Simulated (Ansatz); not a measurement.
# wB97X/def2-SVPD run of C2HBF2 (SMILES C#CB(F)F)

What is the energy change on altering one bond length of C2HBF2 at wB97X/def2-SVPD? 

The calculation is run with Ansatz 0.2.0.

36 further runs of the same task are left out: 36 set aside as unsound or not needed.

### 1 The structure to begin with

C2HBF2 has 6 atoms, charge 0, and is taken as a singlet. SMILES: `C#CB(F)F`. The coordinates come from a PBE0-D4/def2-TZVP relaxation.

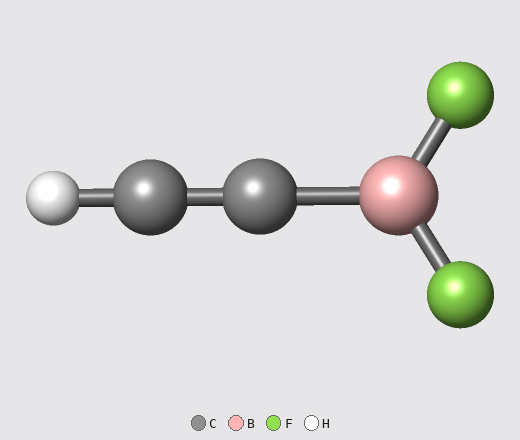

The structure, seen from a chosen angle (carbon grey, boron pink, fluorine green, hydrogen white).

### 2 The energy at wB97X/def2-SVPD

The input, run.yaml:

```yaml
crystal:
  periodic: [false, false, false]
  atoms:
    - {symbol: C, position_ang: [-0.883700, 0.450800, 1.253400]}
    - {symbol: C, position_ang: [-0.218600, 0.106200, 0.311700]}
    - {symbol: B, position_ang: [0.622000, -0.329200, -0.878400]}
    - {symbol: F, position_ang: [0.153600, -1.179500, -1.766600]}
    - {symbol: F, position_ang: [1.841700, 0.131700, -1.054100]}
    - {symbol: H, position_ang: [-1.473000, 0.756000, 2.087900]}
basis:
  gaussian: {orbitals: def2-SVPD}
magnetization: {spin_polarized: false}
hamiltonian: {xc: {name: wB97X}}
accuracy: high
output: {orbitals: {seedname: orbitals}}
```

Run with:

```sh
$ ansatz run run.yaml --threads 1 --pin off --max-ram 3480MiB --events-out events.jsonl --progress --plain --runs-dir runs
```

The log of the run:

```text
Warning: RAYON_NUM_THREADS=1 ignored (pool sized by the plan → 1); use --threads N
Functional definition: wB97X
  name "wB97X"
  parameter omega = 0.3/bohr
  parameter cx = 0.157706
  parameter cx1 = 0.726479
  parameter cx2 = 1.04760
  parameter cx3 = -5.70635
  parameter cx4 = 13.2794
  parameter css1 = -4.33879
  parameter css2 = 18.2308
  parameter css3 = -31.7430
  parameter css4 = 17.2901
  parameter cos1 = 2.37031
  parameter cos2 = -11.3995
  parameter cos3 = 6.58405
  parameter cos4 = -3.78132
  exchange = spin_sum(e_x_unif_sr(omega)*poly(b97_u_x, 1 - cx, cx1, cx2, cx3, cx4)) + cx*exact_x_sr(omega)
      + exact_x_lr(omega)
  correlation = spin_sum(e_c_pw_same_spin*poly(b97_u_same, 1, css1, css2, css3, css4))
      + integral(e_c_pw_opposite_spin*poly(b97_u_opposite, 1, cos1, cos2, cos3, cos4))
2205 factors; integrals over basis functions are off by at most 3.2e-9 eV
450 factors; integrals over basis functions are off by at most 1.8e-9 eV
mean field evaluation 1: about -8190.5314 eV, gradient 4.2e1 eV
mean field evaluation 2: about -8191.6947 eV, gradient 3.8e1 eV
mean field evaluation 4: about -8193.7999 eV, gradient 1.2e0 eV
mean field evaluation 8: about -8193.9021 eV, gradient 3.1e-2 eV
mean field evaluation 16: about -8193.9021 eV, gradient 3.3e-5 eV
mean field -8193.90208444 eV, -301.1203475768 hartree, gradient 1.1e-8 eV, S^2 0.000000; 0 other end points of the search recorded, 0 dependent functions left out
reference -8193.90208102 eV, -301.1203474511 hartree; 18, 18 occupied and 96, 96 virtual orbitals, 2205 factors
Total energy: -8193.90208102 eV, -301.1203474511 hartree
```

Wall time 29 s (1 thread of Arm Neoverse V1, shared host); peak memory 0.58 GiB.

### 3 The distorted shape

The input, run.yaml:

```yaml
crystal:
  periodic: [false, false, false]
  atoms:
    - symbol: C
      position_ang: [-1.303975, 0.668487, 1.848414]
    - symbol: C
      position_ang: [-0.638875, 0.323887, 0.906714]
    - symbol: B
      position_ang: [0.622000, -0.329200, -0.878400]
    - symbol: F
      position_ang: [0.153600, -1.179500, -1.766600]
    - symbol: F
      position_ang: [1.841700, 0.131700, -1.054100]
    - symbol: H
      position_ang: [-1.893275, 0.973687, 2.682914]
basis:
  gaussian: {orbitals: def2-SVPD}
hamiltonian: {xc: {name: wB97X}}
accuracy: high
output: {orbitals: {seedname: orbitals}}
```

Run with:

```sh
$ ansatz run run.yaml --threads 1 --pin off --max-ram 3480MiB --events-out events.jsonl --progress --plain --runs-dir runs
```

The log of the run, shortened:

```text
Warning: RAYON_NUM_THREADS=1 ignored (pool sized by the plan → 1); use --threads N
[... 2 set-up lines as earlier in the session ...]
[...]
      + exact_x_lr(omega)
[...]
      + integral(e_c_pw_opposite_spin*poly(b97_u_opposite, 1, cos1, cos2, cos3, cos4))
2216 factors; integrals over basis functions are off by at most 2.8e-9 eV
476 factors; integrals over basis functions are off by at most 1.8e-9 eV
[...]
mean field -8190.77733865 eV, -301.0055152870 hartree, gradient 2.2e-8 eV, S^2 0.000000; 0 other end points of the search recorded, 0 dependent functions left out
reference -8190.77733504 eV, -301.0055151545 hartree; 18, 18 occupied and 96, 96 virtual orbitals, 2216 factors
Total energy: -8190.77733504 eV, -301.0055151545 hartree
```

Wall time 28 s (1 thread of Arm Neoverse V1, shared host); peak memory 0.58 GiB.

### 4 Outcome

Level: wB97X/def2-SVPD.

| quantity | value |
| --- | --- |
| first shape: total energy | -301.12035 Eh |
| first shape: HOMO energy | -11.45 eV |
| first shape: LUMO energy | 0.72 eV |
| first shape: HOMO–LUMO gap | 12.17 eV |
| distorted shape: total energy | -301.00552 Eh |
| distorted shape: HOMO energy | -10.62 eV |
| distorted shape: LUMO energy | 0.60 eV |
| distorted shape: HOMO–LUMO gap | 11.22 eV |
| energy change with the C2–B3 bond stretched from 1.521 to 2.281 Å | 3.125 eV |

With the C2–B3 bond stretched from 1.521 to 2.281 Å the energy rises by 3.12 eV (72 kcal/mol). The first shape isn't relaxed at this level, so the change isn't measured from a minimum.
